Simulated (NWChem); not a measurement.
## Energy and gradient calculation, with input and output: AlH$_{4}$ (charge −1) (part 2 of 3)

The same run, continued: AlH$_{4}$, charge −1, SMILES [H][Al-]([H])([H])[H]; PBE0/def2-SVP, RKS (NWChem 7.3.0). The geometry comes from this level: GFN2-xTB.

Geometry of the input (Å):
```
Al -0.0014  -0.0011  -0.0000
H  0.0129  -0.0193  1.6271
H  1.5300  0.0130  -0.5529
H  -0.7739  1.3341  -0.5201
H  -0.7675  -1.3267  -0.5541
```

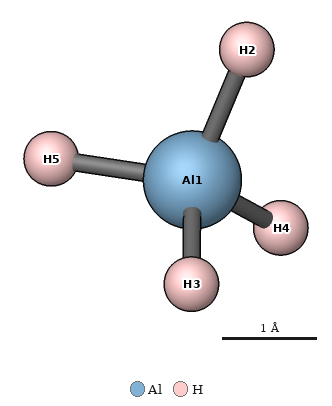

*The structure (ball-and-stick view, seen at a tilt; atoms are numbered from 1 in the order of the input). Sticks mark near contacts.*

## Output, continued
```
 Vector   12  Occ=0.000000D+00  E= 2.562477D-01
              MO Center=  3.3D-01,  4.1D-01,  2.0D-01, r^2= 4.9D+00
   Bfn.  Coefficient  Atom+Function         Bfn.  Coefficient  Atom+Function
  ----- ------------  ---------------      ----- ------------  ---------------
    12      1.423237  1 Al py                35      1.233129  5 H  s
    11      0.568458  1 Al px                30     -0.550197  4 H  s
    13      0.535966  1 Al pz                20     -0.396466  2 H  s
    25     -0.274127  3 H  s                 34      0.148698  5 H  s
     9      0.076882  1 Al py                29     -0.065678  4 H  s

 Vector   13  Occ=0.000000D+00  E= 2.877334D-01
              MO Center=  3.1D-03,  1.8D-03, -1.1D-03, r^2= 7.0D+00
   Bfn.  Coefficient  Atom+Function         Bfn.  Coefficient  Atom+Function
  ----- ------------  ---------------      ----- ------------  ---------------
     4      2.860550  1 Al s                  3     -1.717435  1 Al s
    25     -0.438211  3 H  s                 20     -0.432373  2 H  s
    30     -0.434003  4 H  s                 35     -0.429245  5 H  s
     2     -0.329626  1 Al s                  1     -0.047700  1 Al s
    24     -0.038142  3 H  s                 19     -0.037681  2 H  s

 Vector   14  Occ=0.000000D+00  E= 3.669101D-01
              MO Center=  4.0D-03,  3.4D-03,  8.0D-04, r^2= 5.0D+00
   Bfn.  Coefficient  Atom+Function         Bfn.  Coefficient  Atom+Function
  ----- ------------  ---------------      ----- ------------  ---------------
     4      2.487965  1 Al s                 20     -1.203078  2 H  s
    25     -1.206466  3 H  s                 30     -1.202186  4 H  s
    35     -1.192999  5 H  s                  3      1.037156  1 Al s
     2      0.354621  1 Al s                 19     -0.147931  2 H  s
    24     -0.148121  3 H  s                 29     -0.147831  4 H  s

 Vector   15  Occ=0.000000D+00  E= 5.111230D-01
              MO Center= -3.4D-01, -4.5D-01, -1.7D-01, r^2= 4.0D+00
   Bfn.  Coefficient  Atom+Function         Bfn.  Coefficient  Atom+Function
  ----- ------------  ---------------      ----- ------------  ---------------
     9      0.971671  1 Al py                35      0.745312  5 H  s
    10      0.447174  1 Al pz                 8      0.397611  1 Al px
    12     -0.370358  1 Al py                30     -0.308831  4 H  s
    20     -0.292469  2 H  s                 34     -0.280939  5 H  s
     6     -0.258033  1 Al py                13     -0.170240  1 Al pz

 Vector   16  Occ=0.000000D+00  E= 5.112275D-01
              MO Center= -1.7D-01,  3.0D-01,  3.8D-01, r^2= 4.0D+00
   Bfn.  Coefficient  Atom+Function         Bfn.  Coefficient  Atom+Function
  ----- ------------  ---------------      ----- ------------  ---------------
    10      0.983617  1 Al pz                20     -0.656794  2 H  s
    30      0.565700  4 H  s                  9     -0.539040  1 Al py
    13     -0.375312  1 Al pz                 7     -0.261208  1 Al pz
    19      0.246192  2 H  s                 29     -0.212702  4 H  s
     8      0.210956  1 Al px                12      0.205899  1 Al py

 Vector   17  Occ=0.000000D+00  E= 5.113211D-01
              MO Center=  5.0D-01,  1.4D-01, -2.1D-01, r^2= 4.0D+00
   Bfn.  Coefficient  Atom+Function         Bfn.  Coefficient  Atom+Function
  ----- ------------  ---------------      ----- ------------  ---------------
     8      1.048947  1 Al px                25     -0.732338  3 H  s
    11     -0.402075  1 Al px                30      0.392355  4 H  s
    10     -0.367504  1 Al pz                 5     -0.278585  1 Al px
    24      0.275291  3 H  s                  9     -0.260079  1 Al py
    20      0.235120  2 H  s                 29     -0.147713  4 H  s

 Vector   18  Occ=0.000000D+00  E= 6.523340D-01
              MO Center= -1.2D-03, -6.9D-04, -2.0D-04, r^2= 1.7D+00
   Bfn.  Coefficient  Atom+Function         Bfn.  Coefficient  Atom+Function
  ----- ------------  ---------------      ----- ------------  ---------------
    15      0.706782  1 Al d -1              14     -0.497090  1 Al d -2
    17     -0.301916  1 Al d  1              18      0.235141  1 Al d  2
    38     -0.059089  5 H  pz                27     -0.058110  3 H  py
    22      0.057712  2 H  py                31     -0.050260  4 H  px
    33      0.035454  4 H  pz                21      0.025338  2 H  px

 Vector   19  Occ=0.000000D+00  E= 6.523503D-01
              MO Center= -1.2D-03, -1.0D-03,  3.2D-04, r^2= 1.7D+00
   Bfn.  Coefficient  Atom+Function         Bfn.  Coefficient  Atom+Function
  ----- ------------  ---------------      ----- ------------  ---------------
    17      0.706715  1 Al d  1              18     -0.497397  1 Al d  2
    15      0.317768  1 Al d -1              14     -0.212394  1 Al d -2
    21     -0.058052  2 H  px                28     -0.054742  3 H  pz
    36      0.053443  5 H  px                33      0.048308  4 H  pz
    37     -0.033201  5 H  py                32      0.032683  4 H  py

 Vector   20  Occ=0.000000D+00  E= 7.114483D-01
              MO Center=  4.3D-02,  1.7D-02, -2.1D-02, r^2= 4.1D+00
   Bfn.  Coefficient  Atom+Function         Bfn.  Coefficient  Atom+Function
  ----- ------------  ---------------      ----- ------------  ---------------
    25      1.680521  3 H  s                 11     -1.259897  1 Al px
    30     -0.976228  4 H  s                 18     -0.613265  1 Al d  2
    20     -0.524158  2 H  s                 24     -0.521989  3 H  s
    17     -0.439928  1 Al d  1              13      0.424907  1 Al pz
     8      0.392182  1 Al px                12      0.370106  1 Al py

 Vector   21  Occ=0.000000D+00  E= 7.116252D-01
              MO Center= -1.5D-02,  2.3D-02,  4.3D-02, r^2= 4.1D+00
   Bfn.  Coefficient  Atom+Function         Bfn.  Coefficient  Atom+Function
  ----- ------------  ---------------      ----- ------------  ---------------
    20      1.599232  2 H  s                 13     -1.253226  1 Al pz
    30     -1.208070  4 H  s                 16     -0.757439  1 Al d  0
    12      0.516923  1 Al py                19     -0.495931  2 H  s
    10      0.389135  1 Al pz                29      0.374926  4 H  s
    11     -0.270738  1 Al px                14     -0.247160  1 Al d -2

 Vector   22  Occ=0.000000D+00  E= 7.118995D-01
              MO Center= -3.4D-02, -4.4D-02, -2.3D-02, r^2= 4.1D+00
   Bfn.  Coefficient  Atom+Function         Bfn.  Coefficient  Atom+Function
  ----- ------------  ---------------      ----- ------------  ---------------
    35      1.738871  5 H  s                 12      1.229509  1 Al py
    30     -0.809667  4 H  s                 14     -0.599106  1 Al d -2
    34     -0.539686  5 H  s                 11      0.495929  1 Al px
    20     -0.487849  2 H  s                 15     -0.428673  1 Al d -1
    25     -0.425208  3 H  s                 13      0.400262  1 Al pz

 Vector   23  Occ=0.000000D+00  E= 8.914252D-01
              MO Center=  4.4D-03,  3.1D-03, -3.3D-04, r^2= 5.5D+00
   Bfn.  Coefficient  Atom+Function         Bfn.  Coefficient  Atom+Function
  ----- ------------  ---------------      ----- ------------  ---------------
     4      3.141397  1 Al s                 20     -1.614913  2 H  s
    25     -1.620210  3 H  s                 30     -1.615017  4 H  s
    35     -1.605950  5 H  s                 19      0.741297  2 H  s
    24      0.743822  3 H  s                 29      0.742059  4 H  s
    34      0.740256  5 H  s                  3     -0.179272  1 Al s

 Vector   24  Occ=0.000000D+00  E= 1.074559D+00
              MO Center= -3.5D-01, -5.2D-01, -3.1D-01, r^2= 2.3D+00
   Bfn.  Coefficient  Atom+Function         Bfn.  Coefficient  Atom+Function
  ----- ------------  ---------------      ----- ------------  ---------------
    34      1.128473  5 H  s                 35     -0.748454  5 H  s
    14     -0.578746  1 Al d -2              29     -0.491053  4 H  s
    15     -0.415176  1 Al d -1              24     -0.390198  3 H  s
     9      0.360460  1 Al py                30      0.326229  4 H  s
    18      0.290824  1 Al d  2              25      0.259315  3 H  s

 Vector   25  Occ=0.000000D+00  E= 1.075437D+00
              MO Center=  1.5D-01,  4.8D-01, -3.2D-01, r^2= 2.5D+00
   Bfn.  Coefficient  Atom+Function         Bfn.  Coefficient  Atom+Function
  ----- ------------  ---------------      ----- ------------  ---------------
    29      0.971067  4 H  s                 24     -0.861713  3 H  s
    30     -0.643971  4 H  s                 18      0.574930  1 Al d  2
    25      0.571366  3 H  s                 17      0.405085  1 Al d  1
     8      0.357433  1 Al px                14      0.329487  1 Al d -2
    15      0.211665  1 Al d -1               9     -0.197382  1 Al py

 Vector   26  Occ=0.000000D+00  E= 1.075660D+00
              MO Center=  2.0D-01,  4.2D-02,  6.3D-01, r^2= 2.4D+00
   Bfn.  Coefficient  Atom+Function         Bfn.  Coefficient  Atom+Function
  ----- ------------  ---------------      ----- ------------  ---------------
    19      1.096094  2 H  s                 16     -0.786165  1 Al d  0
    20     -0.727211  2 H  s                 24     -0.632576  3 H  s
    25      0.418891  3 H  s                 10     -0.398587  1 Al pz
    29     -0.335519  4 H  s                 30      0.221913  4 H  s
    18      0.165399  1 Al d  2              13      0.148753  1 Al pz

 Vector   27  Occ=0.000000D+00  E= 1.644316D+00
              MO Center= -4.8D-01, -9.3D-02,  1.8D-01, r^2= 2.8D+00
   Bfn.  Coefficient  Atom+Function         Bfn.  Coefficient  Atom+Function
  ----- ------------  ---------------      ----- ------------  ---------------
    22      0.567628  2 H  py                38      0.507701  5 H  pz
    33     -0.416246  4 H  pz                37     -0.291796  5 H  py
    32     -0.280415  4 H  py                31     -0.206476  4 H  px
    36      0.138084  5 H  px                21      0.103210  2 H  px
    28     -0.098807  3 H  pz                26     -0.035666  3 H  px

 Vector   28  Occ=0.000000D+00  E= 1.644429D+00
              MO Center=  2.0D-01, -3.3D-01, -2.2D-01, r^2= 2.9D+00
   Bfn.  Coefficient  Atom+Function         Bfn.  Coefficient  Atom+Function
  ----- ------------  ---------------      ----- ------------  ---------------
    36      0.510404  5 H  px                27      0.478680  3 H  py
    21     -0.372587  2 H  px                28      0.357646  3 H  pz
    38     -0.265920  5 H  pz                31     -0.264233  4 H  px
    32     -0.187682  4 H  py                37     -0.183203  5 H  py
    26      0.123551  3 H  px                22     -0.104895  2 H  py

 Vector   29  Occ=0.000000D+00  E= 1.644530D+00
              MO Center=  2.9D-01,  4.3D-01,  4.1D-02, r^2= 2.8D+00
   Bfn.  Coefficient  Atom+Function         Bfn.  Coefficient  Atom+Function
  ----- ------------  ---------------      ----- ------------  ---------------
    21      0.474646  2 H  px                28     -0.441567  3 H  pz
    31     -0.423140  4 H  px                33      0.394084  4 H  pz
    27      0.383101  3 H  py                22     -0.205252  2 H  py
    26     -0.163274  3 H  px                36      0.109750  5 H  px
    32     -0.090148  4 H  py                37     -0.085350  5 H  py

 Vector   30  Occ=0.000000D+00  E= 1.841493D+00
              MO Center= -5.2D-01, -8.5D-02,  1.0D-01, r^2= 2.9D+00
   Bfn.  Coefficient  Atom+Function         Bfn.  Coefficient  Atom+Function
  ----- ------------  ---------------      ----- ------------  ---------------
    21      0.558725  2 H  px                36      0.527528  5 H  px
    31      0.439988  4 H  px                33     -0.381131  4 H  pz
    38     -0.327542  5 H  pz                11     -0.274716  1 Al px
    25      0.270369  3 H  s                 18      0.216612  1 Al d  2
    37     -0.165031  5 H  py                17      0.155905  1 Al d  1

 Vector   31  Occ=0.000000D+00  E= 1.842103D+00
              MO Center=  2.0D-01, -3.6D-01, -2.7D-01, r^2= 2.9D+00
   Bfn.  Coefficient  Atom+Function         Bfn.  Coefficient  Atom+Function
  ----- ------------  ---------------      ----- ------------  ---------------
    28      0.519603  3 H  pz                38      0.510535  5 H  pz
    33      0.350291  4 H  pz                37     -0.335276  5 H  py
    27     -0.324676  3 H  py                22     -0.319490  2 H  py
    13     -0.253457  1 Al pz                16      0.249389  1 Al d  0
    30     -0.231428  4 H  s                 20      0.225103  2 H  s

 Vector   32  Occ=0.000000D+00  E= 1.843410D+00
              MO Center=  3.1D-01,  4.3D-01,  1.7D-01, r^2= 2.8D+00
   Bfn.  Coefficient  Atom+Function         Bfn.  Coefficient  Atom+Function
  ----- ------------  ---------------      ----- ------------  ---------------
    22      0.548282  2 H  py                27      0.544863  3 H  py
    31      0.356756  4 H  px                32      0.346965  4 H  py
    33      0.322582  4 H  pz                28      0.292298  3 H  pz
    35     -0.280894  5 H  s                 12     -0.270487  1 Al py
    21      0.238600  2 H  px                14     -0.213478  1 Al d -2

 Vector   33  Occ=0.000000D+00  E= 1.941050D+00
              MO Center=  2.0D-03,  1.2D-03,  4.5D-03, r^2= 3.0D+00
   Bfn.  Coefficient  Atom+Function         Bfn.  Coefficient  Atom+Function
  ----- ------------  ---------------      ----- ------------  ---------------
    21      0.493713  2 H  px                28      0.464342  3 H  pz
    36     -0.452235  5 H  px                33     -0.410725  4 H  pz
    17      0.392978  1 Al d  1              37      0.281719  5 H  py
    32     -0.278985  4 H  py                18     -0.275115  1 Al d  2
    22     -0.217285  2 H  py                27      0.211309  3 H  py

 Vector   34  Occ=0.000000D+00  E= 1.941216D+00
              MO Center=  6.0D-04,  2.8D-03, -2.3D-04, r^2= 3.0D+00
   Bfn.  Coefficient  Atom+Function         Bfn.  Coefficient  Atom+Function
  ----- ------------  ---------------      ----- ------------  ---------------
    38     -0.501230  5 H  pz                22      0.491048  2 H  py
    27     -0.492621  3 H  py                31     -0.425829  4 H  px
    15     -0.392436  1 Al d -1              33      0.301413  4 H  pz
    14      0.276027  1 Al d -2              21      0.216186  2 H  px
    28      0.200445  3 H  pz                17      0.168245  1 Al d  1

 Vector   35  Occ=0.000000D+00  E= 2.098166D+00
              MO Center= -1.3D-03, -1.8D-03, -1.8D-03, r^2= 3.3D+00
   Bfn.  Coefficient  Atom+Function         Bfn.  Coefficient  Atom+Function
  ----- ------------  ---------------      ----- ------------  ---------------
     3      1.131486  1 Al s                  4      0.759769  1 Al s
    20     -0.612466  2 H  s                 25     -0.613094  3 H  s
    30     -0.612590  4 H  s                 35     -0.611891  5 H  s
    23      0.580547  2 H  pz                26      0.546056  3 H  px
    32      0.475458  4 H  py                37     -0.475068  5 H  py

 Vector   36  Occ=0.000000D+00  E= 2.347479D+00
              MO Center=  7.6D-01,  1.0D-01, -4.5D-01, r^2= 2.3D+00
   Bfn.  Coefficient  Atom+Function         Bfn.  Coefficient  Atom+Function
  ----- ------------  ---------------      ----- ------------  ---------------
    26      1.051331  3 H  px                 8      0.889715  1 Al px
    18      0.671976  1 Al d  2              25     -0.615355  3 H  s
    17      0.480456  1 Al d  1              32     -0.460939  4 H  py
    28     -0.381934  3 H  pz                24     -0.377946  3 H  s
    37      0.339482  5 H  py                30      0.306488  4 H  s

 Vector   37  Occ=0.000000D+00  E= 2.347870D+00
              MO Center= -6.6D-01, -2.0D-01, -4.6D-01, r^2= 2.4D+00
   Bfn.  Coefficient  Atom+Function         Bfn.  Coefficient  Atom+Function
  ----- ------------  ---------------      ----- ------------  ---------------
     9      0.893398  1 Al py                37      0.822820  5 H  py
    32      0.690568  4 H  py                14     -0.676721  1 Al d -2
    35      0.555830  5 H  s                 36      0.478646  5 H  px
    15     -0.476229  1 Al d -1              30     -0.465436  4 H  s
    31     -0.404212  4 H  px                38      0.345587  5 H  pz

 Vector   38  Occ=0.000000D+00  E= 2.348223D+00
              MO Center= -1.0D-01,  1.0D-01,  9.1D-01, r^2= 2.2D+00
   Bfn.  Coefficient  Atom+Function         Bfn.  Coefficient  Atom+Function
  ----- ------------  ---------------      ----- ------------  ---------------
    23      1.134213  2 H  pz                10      0.889096  1 Al pz
    16      0.826446  1 Al d  0              20     -0.624106  2 H  s
    32     -0.444072  4 H  py                19     -0.384871  2 H  s
    30      0.296155  4 H  s                 37      0.280631  5 H  py
    13      0.275375  1 Al pz                31      0.258164  4 H  px

     ---------------------------------------------
      Total Density - Mulliken Population Analysis
     ---------------------------------------------

    Atom       Charge   Shell Charges
 -----------   ------   -------------------------------------------------------
    1 Al  13    12.86   2.00  1.98  0.81  0.27  5.93  0.89  0.86  0.12
    2 H    1     1.28   0.71  0.57  0.00
    3 H    1     1.28   0.71  0.57  0.00
    4 H    1     1.28   0.71  0.57  0.00
    5 H    1     1.28   0.71  0.57  0.00

     -------------------------------------------
      Total Density - Lowdin Population Analysis
     -------------------------------------------
```
